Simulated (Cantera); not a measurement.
Feed: 1 mol Al, a varied amount of H₂O, 1.2 mol H₂, held at 1150 K and 27.0 Pa.

Method: chemical equilibrium by Gibbs-energy minimisation in Cantera with the NASA 1993 tables (ideal gas, pure condensed phases). Candidate condensed phases: Al, Al₂O₃, H₂O; 19 gas species. Kinetics and transport are ignored.

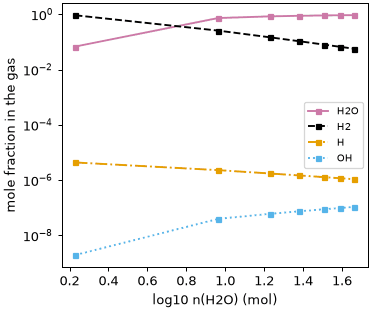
Equilibrium gas composition (values under 1e-9 drawn at 1e-9)

From 1.7 mol H₂O to 46 mol H₂O the condensed part is Al₂O₃(s).
